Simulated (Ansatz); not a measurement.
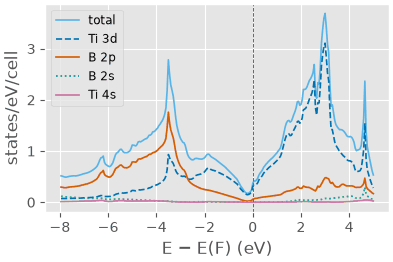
Figure: Total and projected density of states of TiB$_{2}$ in space group P6/mmm (No. 191; Ti on 1a, B on 2d), r²SCAN in the plane-wave PAW code Ansatz

Problem. Which orbitals carry the states next to the Fermi level?

Solution. Within 0.5 eV of the Fermi level: Ti 3d 83 %, B 2p 16 %. Projections are on Löwdin-orthogonalised atomic valence shells; empty p or d shells of many metals are not among them.

Problem. Where is the tallest occupied peak in this window, and what makes it?

Solution. Near -3.5 eV, about 2.8 states/eV per cell; the largest projected share is B 2p.

The cell was relaxed with r²SCAN under the symmetry of its start; of distortions, only those at the zone centre were tested. No spin polarisation was allowed.

Potentials: the later of the program's two PAW sets.
